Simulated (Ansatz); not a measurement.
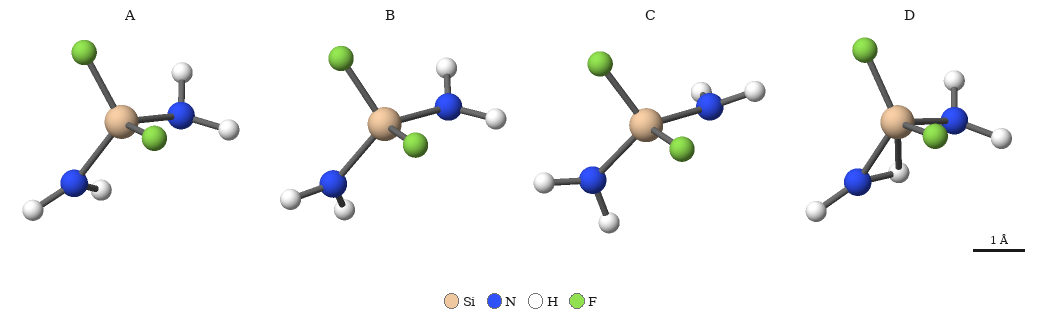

4 geometries from one relaxation of SiN₂H₄F₂ (started from a transition state, displaced along its imaginary mode), in shuffled order. A ball-and-stick model, seen from a free direction.

These are results of RKS PBE0-D4/def2-TZVP (Ansatz), not measurements. (force threshold 0.005 eV/Å; at most 200 steps)

> Put them in the order of the run, from the start to the converged end.

D, A, B, C. They are steps 0, 3, 12, 20, at +165.3 kJ/mol, +44.1 kJ/mol, +8.93 kJ/mol relative to the last. An H atom moves most after the best rigid fit: 1.17 Å. By element the largest moves are H 1.17 Å, N 0.43 Å, F 0.36 Å, Si 0.27 Å. Some distances before and after: H–N 1.523 → 3.052 Å, H–Si 1.837 → 2.371 Å, H–N 1.104 → 1.005 Å, N–Si 1.760 → 1.684 Å. Bond angles that change, for instance: Si–N–H 81.2° → 121.6°, H–N–H 141.8° → 112.7°, N–Si–N 86.5° → 110.4°. Groups turn about N–Si by about 50°. The energy falls by 165.3 kJ/mol in 18 accepted moves (20 points after the start). The largest force component goes from 2.3 to 0.00091 eV/Å. The line search rejected the trial steps at points 14, 18 of the run. The forces were under the threshold at step 9, but the run went on from there.
